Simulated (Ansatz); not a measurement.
**H$_{2}$LiSe (charge +1): density, localisation and related maps**

Input

```
crystal:
  periodic: [false, false, false]
  atoms:
    - {symbol: Li, position_ang: [0.222015, -0.091637, -2.031228]}
    - {symbol: Se, position_ang: [-0.666803, 0.000690, 0.340508]}
    - {symbol: H, position_ang: [0.247024, -1.009515, 0.895717]}
    - {symbol: H, position_ang: [0.197764, 1.100562, 0.795104]}
basis:
  gaussian: {orbitals: "def2-TZVPPD.json"}
total_charge: 1
hamiltonian: {xc: pbe0, dispersion: d4}
output: {orbitals: {seedname: orbitals}}
```

Command:

```sh
ansatz run in.yaml --threads 2 --pin off --events-out ev --progress --plain --max-ram 5222MiB
```

Geometry: PBE0-D4/def2-TZVP.

Level of theory: Ansatz, RKS PBE0-D4/def2-TZVPPD.

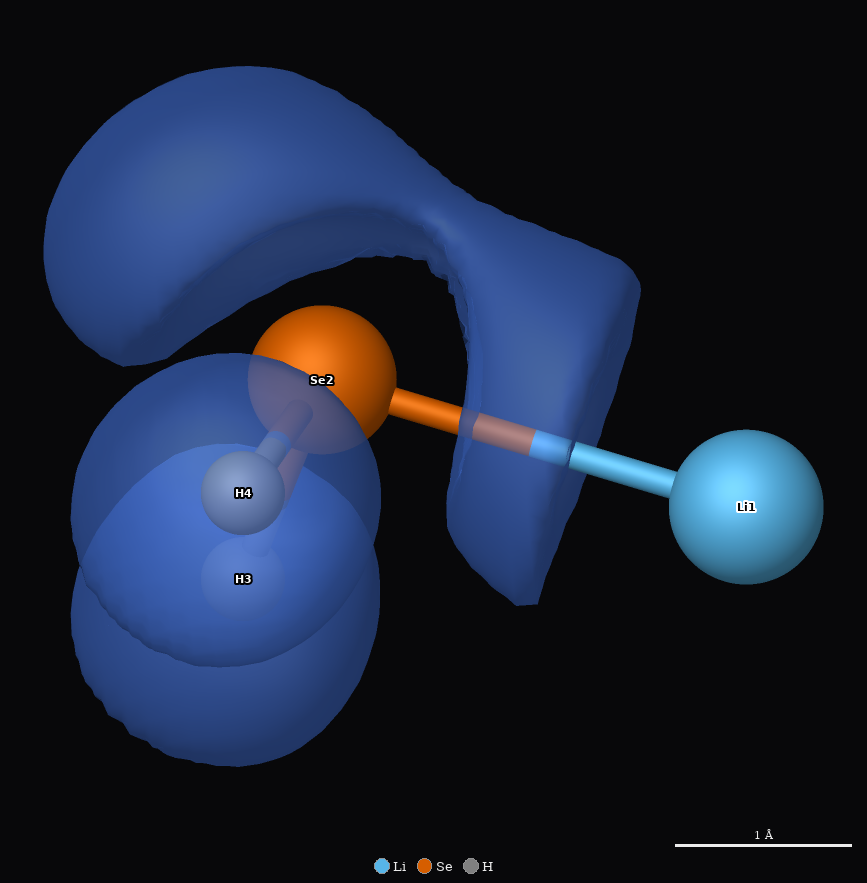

Figure 1. Isosurface of the electron localisation function at 0.8 (blue), seen from one side. Core shells and regions of very low density are left out.

Q: What do the ELF domains correspond to?

A: At this value the surface marks out two regions around hydrogen nuclei and one region wrapped around Se (its valence shell). Profiles from the grid: Li–Se (2.53 Å): the ELF peaks at about 0.95 in the valence shell of Se, 1.2 Å from its nucleus, and falls to about 0.05 next to Li; an ionic contact with no shared pair. Se–H (1.47 Å): the ELF climbs to about 1 towards the hydrogen, as it does in any bond to H.

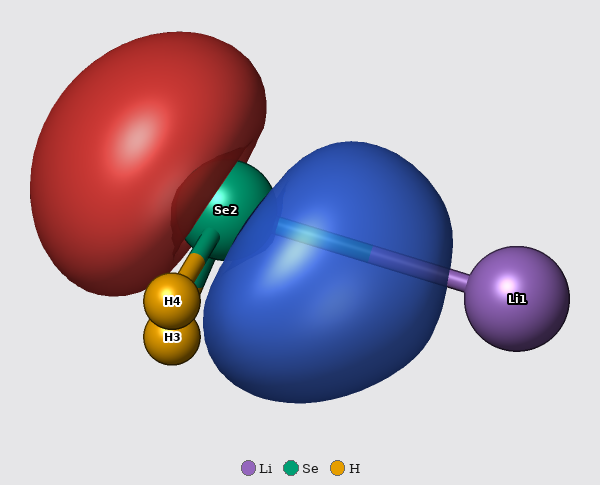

Figure 2. The HOMO at ±0.15 Å⁻³ᐟ² (red and blue are the two phases), seen from one side.

Q: What is the character of this orbital?

A: It lies mainly on Se2 (about 85 %) and Li1 (about 10 %); largely a lone pair of Se2. Its energy is −13.11 eV.

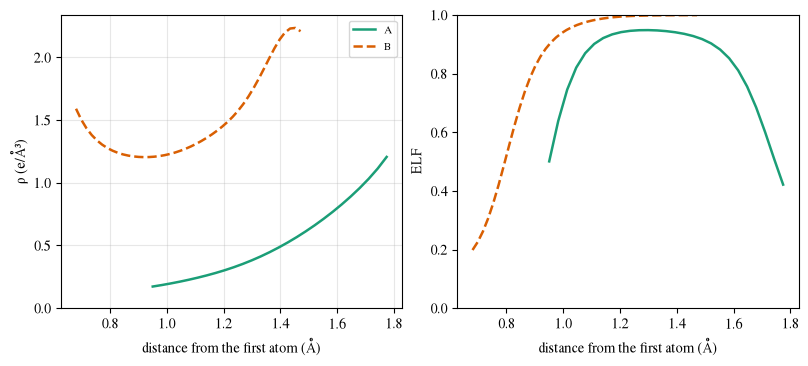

Figure 3. Total electron density and ELF along straight lines between neighbouring atoms. The curves leave out the atomic cores.

Q: Which curve belongs to which contact (Li–Se and Se–H)? The first atom named is at distance zero.

A: Curve A: Li–Se (2.53 Å): the density is about 0.35 e/Å³ at the midpoint; the ELF peaks at about 0.95 in the valence shell of Se, 1.2 Å from its nucleus, and falls to about 0.05 next to Li (a closed-shell, largely ionic contact). Curve B: Se–H (1.47 Å): the density is about 1.4 e/Å³ at the midpoint; the ELF climbs to about 1 towards the hydrogen.
